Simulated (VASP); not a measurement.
# InAg3 with r2SCAN: from relaxation to properties, part 4 of 5

What structure does InAg3 take at this level, and what are its properties? The start is a cell from a database of measured crystal structures.

VASP 6.6.1; r2SCAN; plane waves and PAW (In_d, Ag).

Still holding for the runs below: The k-mesh is coarse for a metal.

So far. Step 10 (Volume scan with r2SCAN (run 4)): The pressure falls from 2.07 to 0.08 GPa. Step 10 (Volume scan with r2SCAN (run 4)): The run ends at a pressure of 0.08 GPa.

## 11. Volume scan with r2SCAN (run 5)

INCAR reads:

```
SYSTEM = InAg3
PREC = Accurate
ENCUT = 400
EDIFF = 1E-06
NELM = 100
ISMEAR = 1
SIGMA = 0.2
LREAL = .FALSE.
ALGO = Normal
METAGGA = R2SCAN
LASPH = .TRUE.
NBANDS = 29
LORBIT = 11
LWAVE = .FALSE.
LCHARG = .FALSE.
KPAR = 4
ISIF = 2
```

POSCAR reads:

```
InAg3
1.0
    4.2094989628      0.0000000000      0.0000000000
    0.0000000000      4.2094989628      0.0000000000
    0.0000000000      0.0000000000      4.2094989628
In Ag
1 3
Direct
    0.0000000000      0.0000000000      0.0000000000
    0.0000000000      0.5000000000      0.5000000000
    0.5000000000      0.0000000000      0.5000000000
    0.5000000000      0.5000000000      0.0000000000
```

KPOINTS reads:

```
Automatic mesh
0
Gamma
7 7 7
0 0 0
```

PAW data sets: In_d and Ag (PBE family, release 64).

Launch:

```bash
> mpirun -np 4 vasp_std
```

The log of the run:

```text
[... set-up lines as in an earlier step ...]
 entering main loop
       N       E                     dE             d eps       ncg     rms          rms(c)
DAV:   1     0.275827037902E+03    0.27583E+03   -0.19565E+04  1168   0.162E+03
DAV:   2    -0.768961340295E+02   -0.35272E+03   -0.33380E+03  1210   0.411E+02
DAV:   3    -0.994582342172E+02   -0.22562E+02   -0.22161E+02  1285   0.114E+02
DAV:   5    -0.100030529054E+03   -0.29253E-01   -0.29251E-01  1707   0.389E+00    0.112E+01
[...]
DAV:  15    -0.868428860069E+02    0.10631E-05   -0.80793E-07   785   0.918E-03    0.184E-02
DAV:  16    -0.868428846667E+02    0.13402E-05   -0.10572E-06   715   0.106E-02    0.128E-03
DAV:  17    -0.868428846720E+02   -0.53233E-08   -0.71161E-08   670   0.297E-03
   1 F= -.86842885E+02 E0= -.86842564E+02  d E =-.960669E-03
```

The job ended after 18 s (4 MPI ranks of Intel Xeon 6975P-C (Granite Rapids), shared host; peak memory 0.67 GiB).

OUTCAR, selected parts (step 11):

```text
  Total       -0.7854203     -0.7854203     -0.7854203      0.0000000     -0.0000000      0.0000000
  in kB      -16.8702490    -16.8702490    -16.8702490      0.0000000     -0.0000000      0.0000000
  external PRESSURE =     -16.8702490 kB  Pullay stress =       0.0000000 kB

 POSITION                                       TOTAL-FORCE (eV/Angst)
 -----------------------------------------------------------------------------------
      0.00000      0.00000      0.00000         0.000000      0.000000      0.000000
      0.00000      2.10475      2.10475         0.000000      0.000000      0.000000
      2.10475      0.00000      2.10475         0.000000      0.000000      0.000000
      2.10475      2.10475      0.00000         0.000000      0.000000      0.000000
 -----------------------------------------------------------------------------------
    total drift:                                0.000000      0.000000      0.000000

  FREE ENERGIE OF THE ION-ELECTRON SYSTEM (eV)
  ---------------------------------------------------
  free  energy   TOTEN  =       -86.8428846720 eV

  energy  without entropy=      -86.8419240030  energy(sigma->0) =      -86.84256445

[... 1 part as in an earlier step ...]

[... 2 further parts left out ...]
[key lines of the parts left out:]
E-fermi :   8.6465
```

The pressure falls from 0.08 to -1.69 GPa, so it vanishes between these two volumes.

## 12. Volume scan with r2SCAN (run 6)

INCAR is that of step 11.

POSCAR reads:

```
InAg3
1.0
    4.2368341376      0.0000000000      0.0000000000
    0.0000000000      4.2368341376      0.0000000000
    0.0000000000      0.0000000000      4.2368341376
In Ag
1 3
Direct
    0.0000000000      0.0000000000      0.0000000000
    0.0000000000      0.5000000000      0.5000000000
    0.5000000000      0.0000000000      0.5000000000
    0.5000000000      0.5000000000      0.0000000000
```

KPOINTS is that of step 11.

Launch:

```bash
> mpirun -np 4 vasp_std
```

The log of the run:

```text
[... set-up lines as in an earlier step ...]
 entering main loop
       N       E                     dE             d eps       ncg     rms          rms(c)
DAV:   1     0.272496747286E+03    0.27250E+03   -0.19819E+04  1168   0.162E+03
DAV:   2    -0.763514220688E+02   -0.34885E+03   -0.33007E+03  1228   0.406E+02
DAV:   3    -0.994418805984E+02   -0.23090E+02   -0.22667E+02  1283   0.114E+02
DAV:   4    -0.999966739201E+02   -0.55479E+00   -0.55420E+00  1387   0.161E+01
[...]
DAV:  13    -0.868228851117E+02   -0.15704E-04   -0.36625E-05  1305   0.465E-02    0.686E-02
DAV:  14    -0.868228824035E+02    0.27081E-05   -0.15464E-05  1230   0.294E-02    0.187E-02
DAV:  15    -0.868228819535E+02    0.45003E-06   -0.10006E-06   800   0.925E-03
   1 F= -.86822882E+02 E0= -.86822290E+02  d E =-.177733E-02
```

Elapsed: 19 s, on 4 MPI ranks; peak memory 0.66 GiB; 69 s of CPU time.

Parts of OUTCAR (step 12):

```text
  Total       -1.5486162     -1.5486162     -1.5486162     -0.0000000      0.0000000     -0.0000000
  in kB      -32.6234582    -32.6234582    -32.6234582     -0.0000000      0.0000000     -0.0000000
  external PRESSURE =     -32.6234582 kB  Pullay stress =       0.0000000 kB

 POSITION                                       TOTAL-FORCE (eV/Angst)
 -----------------------------------------------------------------------------------
      0.00000      0.00000      0.00000         0.000000      0.000000      0.000000
      0.00000      2.11842      2.11842         0.000000      0.000000      0.000000
      2.11842      0.00000      2.11842         0.000000      0.000000      0.000000
      2.11842      2.11842      0.00000         0.000000      0.000000      0.000000
 -----------------------------------------------------------------------------------
    total drift:                                0.000000      0.000000      0.000000

  FREE ENERGIE OF THE ION-ELECTRON SYSTEM (eV)
  ---------------------------------------------------
  free  energy   TOTEN  =       -86.8228819535 eV

  energy  without entropy=      -86.8211046199  energy(sigma->0) =      -86.82228951

[... 1 part as in an earlier step ...]

[... 2 further parts left out ...]
[key lines of the parts left out:]
E-fermi :   8.3748
```

The pressure falls from -1.69 to -3.26 GPa.

The run ends at a pressure of -3.26 GPa.

## 13. Volume scan with r2SCAN (run 7)

INCAR is that of step 12.

POSCAR reads:

```
InAg3
1.0
    4.2638210699      0.0000000000      0.0000000000
    0.0000000000      4.2638210699      0.0000000000
    0.0000000000      0.0000000000      4.2638210699
In Ag
1 3
Direct
    0.0000000000      0.0000000000      0.0000000000
    0.0000000000      0.5000000000      0.5000000000
    0.5000000000      0.0000000000      0.5000000000
    0.5000000000      0.5000000000      0.0000000000
```

KPOINTS is that of step 12.

Launch:

```bash
> mpirun -np 4 vasp_std
```

The log of the run:

```text
[... set-up lines as in an earlier step ...]
 entering main loop
       N       E                     dE             d eps       ncg     rms          rms(c)
DAV:   1     0.280680785766E+03    0.28068E+03   -0.19825E+04  1160   0.160E+03
DAV:   2    -0.757955720302E+02   -0.35648E+03   -0.33735E+03  1223   0.408E+02
DAV:   3    -0.993560585150E+02   -0.23560E+02   -0.22874E+02  1265   0.114E+02
DAV:   4    -0.999722851597E+02   -0.61623E+00   -0.61415E+00  1384   0.170E+01
[...]
DAV:  13    -0.867898719448E+02   -0.14622E-04   -0.38179E-05  1275   0.479E-02    0.690E-02
DAV:  14    -0.867898701409E+02    0.18039E-05   -0.13693E-05  1250   0.271E-02    0.231E-02
DAV:  15    -0.867898694366E+02    0.70433E-06   -0.78765E-07   790   0.845E-03
   1 F= -.86789869E+02 E0= -.86789119E+02  d E =-.225201E-02
```

Wall time 19 s (4 MPI ranks); peak memory 0.67 GiB.

OUTCAR, selected parts (step 13):

```text
  Total       -2.2234738     -2.2234738     -2.2234738     -0.0000000     -0.0000000      0.0000000
  in kB      -45.9563669    -45.9563669    -45.9563669     -0.0000000     -0.0000000      0.0000000
  external PRESSURE =     -45.9563669 kB  Pullay stress =       0.0000000 kB

 POSITION                                       TOTAL-FORCE (eV/Angst)
 -----------------------------------------------------------------------------------
      0.00000      0.00000      0.00000         0.000000      0.000000      0.000000
      0.00000      2.13191      2.13191         0.000000      0.000000      0.000000
      2.13191      0.00000      2.13191         0.000000      0.000000      0.000000
      2.13191      2.13191      0.00000         0.000000      0.000000      0.000000
 -----------------------------------------------------------------------------------
    total drift:                                0.000000      0.000000      0.000000

  FREE ENERGIE OF THE ION-ELECTRON SYSTEM (eV)
  ---------------------------------------------------
  free  energy   TOTEN  =       -86.7898694366 eV

  energy  without entropy=      -86.7876174285  energy(sigma->0) =      -86.78911877

[... 1 part as in an earlier step ...]

[... 2 further parts left out ...]
[key lines of the parts left out:]
E-fermi :   8.1138
```

The pressure falls from -3.26 to -4.60 GPa.

The run ends at a pressure of -4.60 GPa.

## 14. Fit for r2SCAN

This step: Birch-Murnaghan fit, r2SCAN; plane waves and PAW (VASP 6.6.1).

No new run; the numbers come from the runs before.

This step gave:

| Item | Value |
| --- | --- |
| pressure derivative of the bulk modulus | 6.298 |
| r.m.s. error of the fit | 1.02e-5 eV/atom |
| minimum inside the sampled range | yes |
| bulk modulus | 93.21 GPa |
| equilibrium volume of the fit | 18.35 Å³/atom |

Energy above the fitted minimum against volume:

```
volume (Å³/atom)  energy above the fitted minimum (eV/atom)
          17.185                                     0.0251
          17.551                                     0.0112
          17.917                                    0.00314
          18.282                                     5.0e-5
          18.648                                    0.00137
          19.014                                    0.00644
          19.379                                     0.0147
```

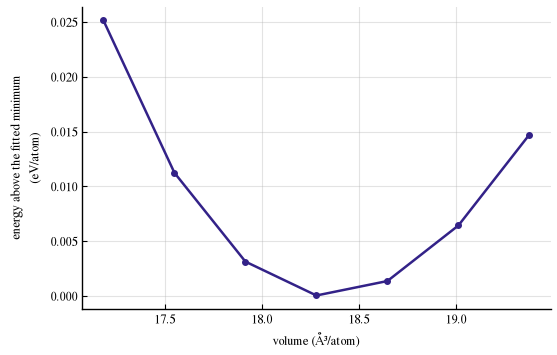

Energy above the fitted minimum, plotted against volume.

The fitted volume lies +0.36 % from the relaxed one. At a finite cutoff and mesh the minimum of the energy and the zero of the stress don't quite coincide, and the relaxation stops at a threshold.

## 15. Electric field gradients (r2SCAN)

This step: r2SCAN; plane waves and PAW (In_d, Ag) (VASP 6.6.1).

Field gradients probe how far the charge around each nucleus departs from cubic symmetry; LASPH keeps the non-spherical terms inside the spheres.

Edit INCAR of step 13 so:

```diff
@@ -3,3 +3,3 @@
 ENCUT = 400
-EDIFF = 1E-06
+EDIFF = 1E-07
 NELM = 100
@@ -16,2 +16,2 @@
 KPAR = 4
-ISIF = 2
+LEFG = .TRUE.
```

POSCAR reads:

```
InAg3
1.0
    4.1818040889      0.0000000000      0.0000000000
    0.0000000000      4.1818040889      0.0000000000
    0.0000000000      0.0000000000      4.1818040889
In Ag
1 3
Direct
    0.0000000000      0.0000000000      0.0000000000
    0.0000000000      0.5000000000      0.5000000000
    0.5000000000      0.0000000000      0.5000000000
    0.5000000000      0.5000000000      0.0000000000
```

KPOINTS is that of step 13.

Launch:

```bash
> mpirun -np 4 vasp_std
```

The log of the run:

```text
[... set-up lines as in an earlier step ...]
 entering main loop
       N       E                     dE             d eps       ncg     rms          rms(c)
[... 14 cycles as in an earlier step ...]
DAV:  15    -0.868478783501E+02    0.12024E-05   -0.87091E-07  1338   0.944E-03    0.172E-02
DAV:  16    -0.868478772291E+02    0.11210E-05   -0.65721E-07  1313   0.813E-03    0.407E-03
DAV:  17    -0.868478770089E+02    0.22027E-06   -0.84576E-08   720   0.292E-03    0.439E-04
DAV:  18    -0.868478769286E+02    0.80307E-07   -0.73938E-09   685   0.933E-04
ion   1
     0.0000000    -0.0000000     0.0000000    -0.0000000     0.0000000    -0.0000000
     0.0000565    -0.0000000     0.0000000    -0.0000000     0.0000000    -0.0000000
     0.0000778    -0.0000000     0.0000000    -0.0000000     0.0000000    -0.0000000
     0.0001071    -0.0000000     0.0000000    -0.0000000     0.0000000    -0.0000000
     0.0001475    -0.0000000     0.0000000    -0.0000000     0.0000000    -0.0000000

     0.0000000     0.0000000    -0.0000000    -0.0000000     0.0000000     0.0000000
     0.0000565     0.0000000    -0.0000000    -0.0000000     0.0000000     0.0000000
     0.0000778     0.0000000    -0.0000000    -0.0000000     0.0000000     0.0000000
     0.0001071     0.0000000    -0.0000000    -0.0000000     0.0000000     0.0000000
     0.0001475     0.0000000    -0.0000000    -0.0000000     0.0000000     0.0000000

ion   2
     0.0000000     0.0000000     0.0000000    -0.3893775    -0.0000000     0.6744216
     0.0000553     0.0000000     0.0000000    -0.3893775    -0.0000000     0.6744216
     0.0000762     0.0000000     0.0000000    -0.3893775    -0.0000000     0.6744216
     0.0001049     0.0000000     0.0000000    -0.3893775    -0.0000000     0.6744216
     0.0001445     0.0000000     0.0000000    -0.3893775    -0.0000000     0.6744215

     0.0000000     0.0000000     0.0000000    -7.0571266    -0.0000000    12.2233018
     0.0000553     0.0000000     0.0000000    -7.0568970    -0.0000000    12.2229041
     0.0000762     0.0000000     0.0000000    -7.0567666    -0.0000000    12.2226783
     0.0001049     0.0000000     0.0000000    -7.0565541    -0.0000000    12.2223102
     0.0001445     0.0000000     0.0000000    -7.0562091    -0.0000000    12.2217127

ion   3
     0.0000000    -0.0000000    -0.0000000    -0.3893775     0.0000000    -0.6744216
     0.0000553    -0.0000000    -0.0000000    -0.3893775     0.0000000    -0.6744216
     0.0000762    -0.0000000    -0.0000000    -0.3893775     0.0000000    -0.6744216
     0.0001049    -0.0000000    -0.0000000    -0.3893775     0.0000000    -0.6744216
     0.0001445    -0.0000000    -0.0000000    -0.3893775     0.0000000    -0.6744215

     0.0000000    -0.0000000    -0.0000000    -7.0571266     0.0000000   -12.2233018
     0.0000553    -0.0000000    -0.0000000    -7.0568970     0.0000000   -12.2229041
     0.0000762    -0.0000000    -0.0000000    -7.0567666     0.0000000   -12.2226783
     0.0001049    -0.0000000    -0.0000000    -7.0565541     0.0000000   -12.2223102
     0.0001445    -0.0000000    -0.0000000    -7.0562091     0.0000000   -12.2217127

ion   4
     0.0000000     0.0000000     0.0000000     0.7787550     0.0000000    -0.0000000
     0.0000553     0.0000000     0.0000000     0.7787550     0.0000000    -0.0000000
     0.0000762     0.0000000     0.0000000     0.7787549     0.0000000    -0.0000000
     0.0001049     0.0000000     0.0000000     0.7787549     0.0000000    -0.0000000
     0.0001445     0.0000000     0.0000000     0.7787549     0.0000000    -0.0000000

     0.0000000    -0.0000000     0.0000000    14.1142532     0.0000000    -0.0000000
     0.0000553    -0.0000000     0.0000000    14.1137940     0.0000000    -0.0000000
     0.0000762    -0.0000000     0.0000000    14.1135332     0.0000000    -0.0000000
     0.0001049    -0.0000000     0.0000000    14.1131082     0.0000000    -0.0000000
     0.0001445    -0.0000000     0.0000000    14.1124182     0.0000000    -0.0000000

   1 F= -.86847877E+02 E0= -.86847841E+02  d E =-.107346E-03
```

Run time: 21 s. Hardware: 4 MPI ranks; peak memory 0.67 GiB; 74 s of CPU time.

Parts of OUTCAR (step 15):

```text
   NELECT =      46.0000    total number of electrons

 E-fermi :   8.9289

 k-point     5 :       0.1429    0.1429    0.0000
  band No.  band energies     occupation
    ...
     19       5.0124      2.00000
     20       5.0468      2.00000
     21       5.2760      2.00000
     22       7.7793      2.00000
     23       8.1789      2.00000
     24       9.6534     -0.00000
     25      12.9964      0.00000
     26      14.8128      0.00000
     27      15.1367      0.00000
     28      15.3307      0.00000
    ...

  Total        0.0392537      0.0392537      0.0392537      0.0000000      0.0000000     -0.0000000
  in kB        0.8600023      0.8600023      0.8600023      0.0000000      0.0000000     -0.0000000
  external PRESSURE =       0.8600023 kB  Pullay stress =       0.0000000 kB

  FREE ENERGIE OF THE ION-ELECTRON SYSTEM (eV)
  ---------------------------------------------------
  free  energy   TOTEN  =       -86.8478769286 eV

  energy  without entropy=      -86.8477695829  energy(sigma->0) =      -86.84784115

 Electric field gradients after diagonalization (V/A^2)
 (convention: |V_zz| > |V_xx| > |V_yy|)
----------------------------------------------------------------------
 ion       V_xx      V_yy      V_zz     asymmetry (V_yy - V_xx)/ V_zz
----------------------------------------------------------------------
   1      -0.000    -0.000    -0.000      -0.286
   2       9.047     9.047   -18.093       0.000
   3       9.047     9.047   -18.093       0.000
   4       9.047     9.047   -18.093       0.000
----------------------------------------------------------------------

[... 14 parts as in an earlier step ...]

[... 4 further parts left out ...]
```

Numbers from this step:

| Item | Value |
| --- | --- |
| SCF cycles | 18 |
| free energy (TOTEN) | -86.8479 eV |
| Fermi energy | 8.929 eV |
| pressure | 0.08600 GPa |

Electric field gradients, by row:

```
atom  Vxx (V/Å²)  Vyy (V/Å²)  Vzz (V/Å²)  asymmetry
 In1           0           0           0          -
 Ag2       9.047       9.047      -18.09          0
 Ag3       9.047       9.047      -18.09          0
 Ag4       9.047       9.047      -18.09          0
```

The largest gradient, -18.09 V/Å², sits on Ag2 and like sites; the stable nuclei of Ag have no quadrupole moment in their ground state, so NMR and NQR don't see it.

## 16. Volume scan with r2SCAN (run 8)

An equation of state needs energies on both sides of the minimum, all on one mesh and cutoff.

Edit INCAR of step 15 so:

```diff
@@ -3,3 +3,3 @@
 ENCUT = 400
-EDIFF = 1E-07
+EDIFF = 1E-06
 NELM = 100
@@ -16,2 +16,2 @@
 KPAR = 4
-LEFG = .TRUE.
+ISIF = 2
```

POSCAR reads:

```
InAg3
1.0
    4.0964371949      0.0000000000      0.0000000000
    0.0000000000      4.0964371949      0.0000000000
    0.0000000000      0.0000000000      4.0964371949
In Ag
1 3
Direct
    0.0000000000      0.0000000000      0.0000000000
    0.0000000000      0.5000000000      0.5000000000
    0.5000000000      0.0000000000      0.5000000000
    0.5000000000      0.5000000000      0.0000000000
```

KPOINTS is that of step 15.

Launch:

```bash
> mpirun -np 4 vasp_std
```

The log of the run:

```text
[... set-up lines as in an earlier step ...]
 entering main loop
       N       E                     dE             d eps       ncg     rms          rms(c)
[... 17 cycles as in an earlier step ...]
   1 F= -.86747379E+02 E0= -.86747453E+02  d E =0.222558E-03
```

Wall time 19 s (4 MPI ranks); peak memory 0.65 GiB; 69 s of CPU time.

OUTCAR, selected parts (step 16):

```text
[... 6 parts as in an earlier step ...]

[... 1 further part left out ...]
[key lines of the parts left out:]
E-fermi :   9.8426
```

The pressure here is 7.15 GPa.

The run ends at a pressure of 7.15 GPa.

## 17. Volume scan with r2SCAN (run 9)

INCAR is that of step 16.

POSCAR reads:

```
InAg3
1.0
    4.1252862946      0.0000000000      0.0000000000
    0.0000000000      4.1252862946      0.0000000000
    0.0000000000      0.0000000000      4.1252862946
In Ag
1 3
Direct
    0.0000000000      0.0000000000      0.0000000000
    0.0000000000      0.5000000000      0.5000000000
    0.5000000000      0.0000000000      0.5000000000
    0.5000000000      0.5000000000      0.0000000000
```

KPOINTS is that of step 16.

Launch:

```bash
> mpirun -np 4 vasp_std
```

The log of the run:

```text
[... set-up lines as in an earlier step ...]
 entering main loop
       N       E                     dE             d eps       ncg     rms          rms(c)
[... 17 cycles as in an earlier step ...]
   1 F= -.86802897E+02 E0= -.86803056E+02  d E =0.476110E-03
```

Run time: 18 s. Hardware: 4 MPI ranks; peak memory 0.65 GiB.

OUTCAR, selected parts (step 17):

```text
[... 6 parts as in an earlier step ...]

[... 1 further part left out ...]
[key lines of the parts left out:]
E-fermi :   9.5259
```

The pressure falls from 7.15 to 4.47 GPa.

The run ends at a pressure of 4.47 GPa.

## 18. Volume scan with r2SCAN (run 10)

INCAR is that of step 17.

POSCAR reads:

```
InAg3
1.0
    4.1537374440      0.0000000000      0.0000000000
    0.0000000000      4.1537374440      0.0000000000
    0.0000000000      0.0000000000      4.1537374440
In Ag
1 3
Direct
    0.0000000000      0.0000000000      0.0000000000
    0.0000000000      0.5000000000      0.5000000000
    0.5000000000      0.0000000000      0.5000000000
    0.5000000000      0.5000000000      0.0000000000
```

KPOINTS is that of step 17.

Launch:

```bash
> mpirun -np 4 vasp_std
```

The log of the run:

```text
[... set-up lines as in an earlier step ...]
 entering main loop
       N       E                     dE             d eps       ncg     rms          rms(c)
[... 15 cycles as in an earlier step ...]
   1 F= -.86835340E+02 E0= -.86835481E+02  d E =0.422271E-03
```

Elapsed: 17 s, on 4 MPI ranks; peak memory 0.66 GiB.

OUTCAR, selected parts (step 18):

```text
[... 6 parts as in an earlier step ...]

[... 1 further part left out ...]
[key lines of the parts left out:]
E-fermi :   9.2221
```

The pressure falls from 4.47 to 2.07 GPa.

The run ends at a pressure of 2.07 GPa.

(Continued in part 5 of 5.)

[Lines on the potential files, build, host, timing and source positions are cut from VASP's logs without a mark.]

[Logs are printed without paths, hosts, clocks, repeated set-up lines and the standing remarks that a program may print on its own settings, such as how far it seeks lower states.]

[Hosts, paths, dates, database ids (printed as entryN), source tags and the programs' standing remarks are cut or masked in the printed files.]

[A measured line is paired with the nearest computed mode of its activity, which favours agreement.]
